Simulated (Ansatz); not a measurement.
AlBH5NS (SMILES B[S][AlH][NH2])

```xyz
9

B    -1.8137    0.8894    0.0394
S    -0.9954    0.4451    1.5701
Al    0.9276   -0.4662    0.8889
N     1.3222   -0.6424   -0.8256
H    -2.8953    1.4090    0.1318
H    -1.3229    0.6873   -1.0433
H     1.9366   -0.9572    1.9939
H     2.1889   -1.0516   -1.1638
H     0.7404   -0.3596   -1.6085
```

Computed with RKS B3LYP/def2-SVP in Ansatz 0.2.0.

Predict the electron density and electron localisation function between the atoms.

Answer. Al–N (1.77 Å): ρ at the midpoint is about 0.84 e/Å³; the ELF peaks at about 0.90 in the valence shell of N, 0.7 Å from its nucleus, and is about 0.60 at the midpoint.
B–S (1.79 Å): ρ is about 1.2 e/Å³ halfway; the ELF peaks at about 0.95 between the atoms, as expected for a covalent bond.
Al–S (2.23 Å): the density is about 0.63 e/Å³ at the midpoint; the ELF peaks at about 0.95 between the atoms; a polar covalent bond.
N–H (1.02 Å): ρ at the midpoint is about 2.8 e/Å³; the ELF climbs to about 1 towards the hydrogen, as it does in any bond to H (an ordinary covalent bond to hydrogen).

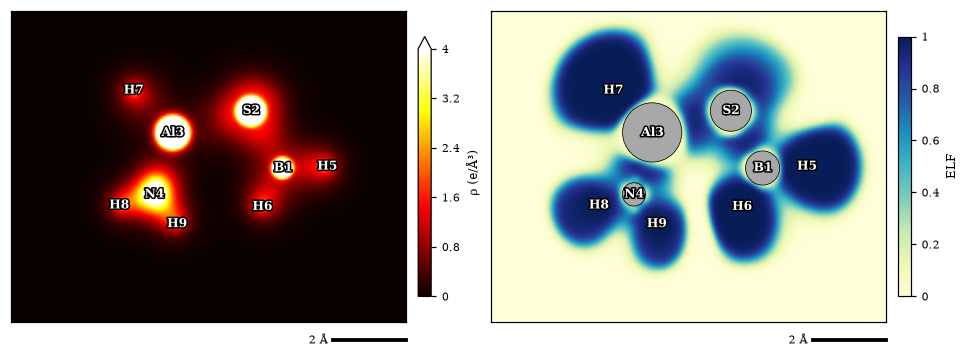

Computed electron density and electron localisation function on the molecular plane, in this order. Grey discs cover the atomic cores in the ELF map. 
